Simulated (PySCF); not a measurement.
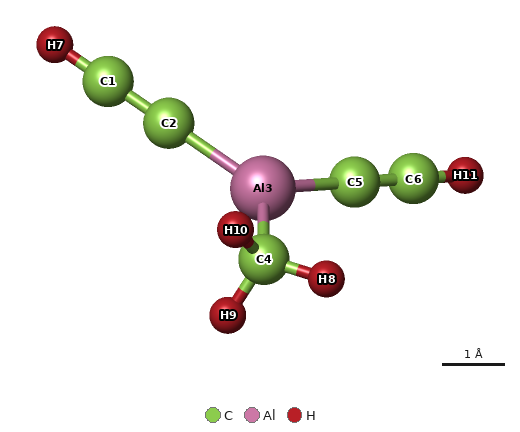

**Figure 1.** The structure as given in the input (ball-and-stick view, seen at a tilt; atoms are numbered from 1 in the order of the input). Sticks mark near contacts. Bond lengths as drawn: Al–C 1.91 to 1.94 Å, C–C 1.22 Å and C–H 1.08 to 1.10 Å.

## Two runs on C$_{5}$H$_{5}$Al

System: C$_{5}$H$_{5}$Al.
Method of run A: GIAO PBE0/6-31G* NMR shielding, non-relativistic, gas phase (PySCF 2.14.0).

The geometry comes from this level: PBE0-D3(BJ)/def2-SVP. Text and figures count atoms from 1; the logs count them from 0 in places.

The input, run A:
```
{"job": {"kind": "nmr", "xc": "PBE0", "basis": "6-31G*", "pop": true}, "charge": 0, "multiplicity": 1}
C      1.771996     2.510192     0.313861
C      1.078614     1.517692     0.150451
Al    -0.048210    -0.010036    -0.080163
C     -1.973873     0.186750    -0.230017
C      0.797837    -1.721827    -0.184357
C      1.330272    -2.819181    -0.254682
H      2.390651     3.379840     0.453377
H     -2.505945    -0.763533    -0.069403
H     -2.238124     0.546762    -1.239757
H     -2.365636     0.932408     0.480771
H      1.801193    -3.785008    -0.316393
```

The first line tells a small driver script what to run in PySCF; the rest is the geometry in Å.

Command:
```bash
OMP_NUM_THREADS=1 python <driver script> task.json out
```

Hardware: 1 CPU thread, shared host.

Output (run A):
```
coarse grid: 10160 points
cycle   1  E = -435.4427248145  dE =  4.226e-01  |g| = 5.802e-01  |ddm| = 3.382e+00
cycle   2  E = -435.4168366361  dE =  2.589e-02  |g| = 6.505e-01  |ddm| = 1.191e+00
cycle   3  E = -435.5198042830  dE = -1.030e-01  |g| = 2.434e-01  |ddm| = 6.751e-01
cycle   4  E = -435.5358731680  dE = -1.607e-02  |g| = 2.456e-02  |ddm| = 1.962e-01
cycle   5  E = -435.5360035386  dE = -1.304e-04  |g| = 1.120e-02  |ddm| = 2.970e-02
cycle   6  E = -435.5360389094  dE = -3.537e-05  |g| = 8.172e-04  |ddm| = 1.146e-02
cycle   7  E = -435.5360391017  dE = -1.924e-07  |g| = 2.318e-04  |ddm| = 1.130e-03
final grid: 94792 points
cycle   8  E = -435.4797410332  dE = -1.711e-05  |g| = 6.115e-03  |ddm| = 1.890e-02
cycle   9  E = -435.4797399454  dE =  1.088e-06  |g| = 6.605e-03  |ddm| = 1.135e-02
cycle  10  E = -435.4797513957  dE = -1.145e-05  |g| = 1.597e-03  |ddm| = 6.030e-03
cycle  11  E = -435.4797520638  dE = -6.681e-07  |g| = 3.358e-04  |ddm| = 1.394e-03
cycle  12  E = -435.4797520911  dE = -2.733e-08  |g| = 9.256e-05  |ddm| = 3.313e-04
cycle  13  E = -435.4797520934  dE = -2.285e-09  |g| = 2.453e-05  |ddm| = 9.533e-05
cycle  14  E = -435.4797520935  dE = -8.015e-11  |g| = 1.839e-05  |ddm| = 3.151e-05
converged SCF energy = -435.4797520935

GIAO shielding tensors (ppm)
atom      isotropic    diamagn.    paramagn.     s11        s22        s33       span
  0 C       98.320     272.823    -174.503     19.701     23.645    251.613    231.911
  1 C      108.736     250.653    -141.917     18.569     23.018    284.620    266.051
  2 Al     412.797     802.063    -389.267    326.239    442.582    469.569    143.330
  3 C      200.125     249.423     -49.298    191.682    201.946    206.747     15.066
  4 C      108.494     250.442    -141.948     18.360     22.676    284.446    266.085
  5 C       98.347     272.859    -174.512     19.628     23.784    251.629    232.001
  6 H       29.825      29.432       0.394     25.189     25.470     38.816     13.627
  7 H       32.231      29.020       3.211     27.847     29.909     38.937     11.090
  8 H       32.468      28.987       3.481     28.732     29.456     39.216     10.485
  9 H       32.286      29.077       3.209     28.107     29.762     38.990     10.882
 10 H       29.818      29.417       0.402     25.187     25.462     38.807     13.620
```

For run B the input was changed thus:
```diff
-"basis": "6-31G*"
+"basis": "IGLO-III"
```

How does run B compare with run A?

The total energy of run B is 67.6 kcal/mol lower, which measures the change of basis and not a stability. The HOMO goes from −7.67 to −8.00 eV. The LUMO goes from −1.42 to −1.64 eV. The dipole moment goes from 0.14 to 0.23 D. Of all shieldings, the largest change is that of Al3, by −52.1 ppm. The number of SCF iterations is the same. The basis functions go from 98 to 269.

Output (run B):
```
coarse grid: 10160 points
cycle   1  E = -435.4908960872  dE =  3.860e-01  |g| = 6.130e-01  |ddm| = 2.675e+00
cycle   2  E = -435.4484185873  dE =  4.248e-02  |g| = 7.187e-01  |ddm| = 9.530e-01
cycle   3  E = -435.5698348407  dE = -1.214e-01  |g| = 2.448e-01  |ddm| = 4.491e-01
cycle   4  E = -435.5852500189  dE = -1.542e-02  |g| = 4.070e-02  |ddm| = 1.119e-01
cycle   5  E = -435.5856395582  dE = -3.895e-04  |g| = 9.833e-03  |ddm| = 2.584e-02
cycle   6  E = -435.5856641164  dE = -2.456e-05  |g| = 1.673e-03  |ddm| = 7.166e-03
cycle   7  E = -435.5856648270  dE = -7.105e-07  |g| = 2.124e-04  |ddm| = 1.540e-03
final grid: 94792 points
cycle   8  E = -435.5874384442  dE = -6.482e-05  |g| = 6.616e-03  |ddm| = 3.522e-02
cycle   9  E = -435.5874373146  dE =  1.130e-06  |g| = 6.767e-03  |ddm| = 8.066e-03
cycle  10  E = -435.5874484329  dE = -1.112e-05  |g| = 8.064e-04  |ddm| = 3.957e-03
cycle  11  E = -435.5874484622  dE = -2.937e-08  |g| = 7.458e-04  |ddm| = 7.397e-04
cycle  12  E = -435.5874485986  dE = -1.364e-07  |g| = 1.484e-04  |ddm| = 3.230e-04
cycle  13  E = -435.5874486039  dE = -5.319e-09  |g| = 4.092e-05  |ddm| = 9.368e-05
cycle  14  E = -435.5874486042  dE = -2.850e-10  |g| = 2.503e-05  |ddm| = 2.803e-05
converged SCF energy = -435.5874486042

GIAO shielding tensors (ppm)
atom      isotropic    diamagn.    paramagn.     s11        s22        s33       span
  0 C       77.406     269.977    -192.571    -12.498     -5.999    250.716    263.214
  1 C       85.226     251.184    -165.958    -15.681    -13.566    284.926    300.607
  2 Al     360.732     808.101    -447.369    270.004    380.654    431.537    161.533
  3 C      193.089     247.057     -53.968    186.311    192.904    200.054     13.742
  4 C       85.131     251.028    -165.897    -15.906    -13.461    284.760    300.666
  5 C       77.490     269.887    -192.397    -12.667     -5.756    250.894    263.561
  6 H       29.285      31.168      -1.883     24.296     24.514     39.044     14.748
  7 H       31.603      27.822       3.782     27.446     29.124     38.239     10.794
  8 H       31.768      27.163       4.605     28.338     28.772     38.194      9.856
  9 H       31.636      27.654       3.982     27.701     29.046     38.161     10.461
 10 H       29.285      31.141      -1.856     24.296     24.516     39.043     14.747
```

The two runs side by side:

```csv
quantity,run A,run B
outcome,converged,converged
total energy (hartree),−435.479752,−435.587449
HOMO (eV),−7.67,−8.00
LUMO (eV),−1.42,−1.64
dipole moment (D),0.14,0.23
shielding of C1 (ppm),98.3,77.4
shielding of C2 (ppm),108.7,85.2
shielding of Al3 (ppm),412.8,360.7
shielding of C4 (ppm),200.1,193.1
shielding of C5 (ppm),108.5,85.1
shielding of C6 (ppm),98.3,77.5
shielding of H9 (ppm),32.5,31.8
SCF iterations,14,14
basis functions,98,269
wall time (shared host),6.3 s,26 s
```
